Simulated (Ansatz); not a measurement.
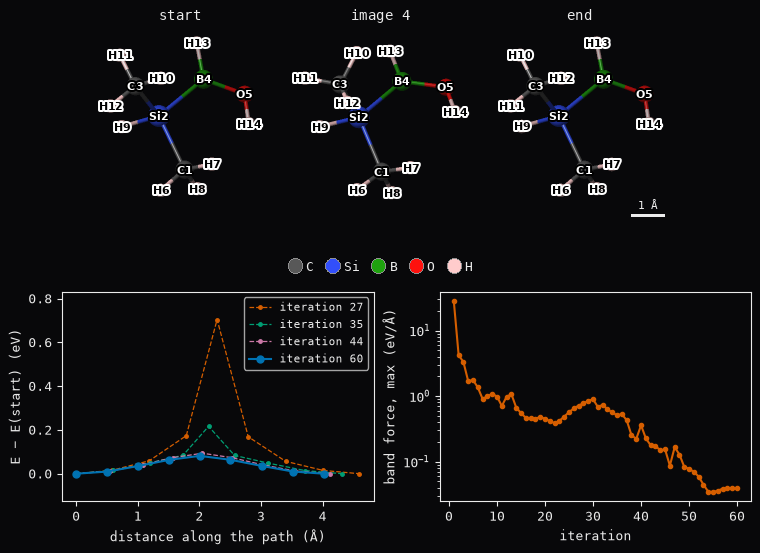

A search for the minimum-energy path of C2H9BOSi by the nudged elastic band. Images are numbered from 0 (start) to 8 (end). The plot follows the band through its iterations. The picture is a ball-and-stick view, seen from a free direction.

Level of theory: Ansatz, RKS PBE-D4/6-31G*. Run with 7 movable images; climbing image; force threshold 0.03 eV/Å; iteration limit 60; optimiser FIRE; starting path through a guess of the saddle point.

> Judge this run.

The result isn't final. The band hadn't converged when the run stopped after 60 iterations. The largest component of the band force went from 28 to 0.039 eV/Å. The barrier read from it is provisional, though the highest image hardly moved in the last two iterations. The first iteration put the highest image at 4.806 eV. The two ends have the same energy, and the highest point, image 4, lies 0.081 eV above the start.

Cost: 14 min on 2 threads of Arm Neoverse V1, with other jobs on the host, peak memory 0.14 GiB.
